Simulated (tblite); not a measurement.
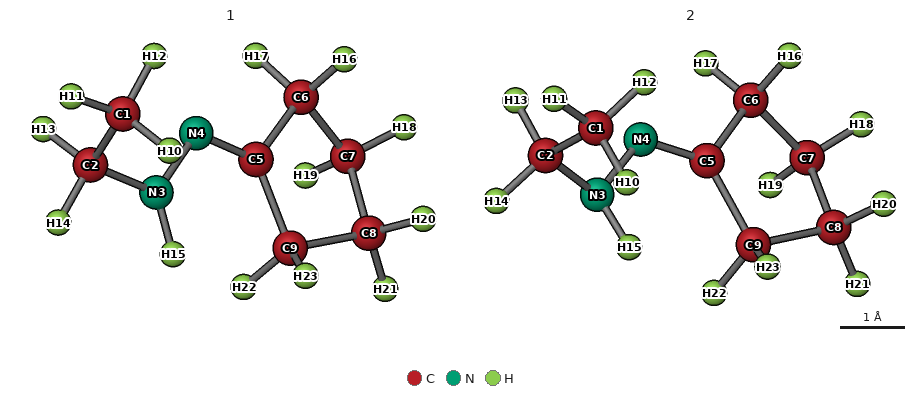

Two geometries of C7H14N2, drawn at one scale. One is the start of a relaxation, the other its converged end. Style: ball-and-stick. Shown from a free direction.

Level of theory: GFN2-xTB geometry optimisation, gas phase in tblite. 

Question: Which of the two is the end point?

Answer: Structure 2 is the relaxed one. The energy falls by 22.4 kJ/mol in 110 geometry steps. The atom that moves furthest after the best rigid fit is H12 (0.63 Å). Largest moves by element: H 0.63 Å, N 0.38 Å, C 0.30 Å. Among the contacts that change: N4–C5 1.294 → 1.264 Å, N3–N4 1.373 → 1.352 Å, C2–H13 1.106 → 1.091 Å, C2–N3 1.430 → 1.445 Å. Bond angles that change, for instance: C2–N3–H15 121.7° → 114.0°, N3–N4–C5 117.6° → 122.3°, C2–N3–N4 118.6° → 114.5°.
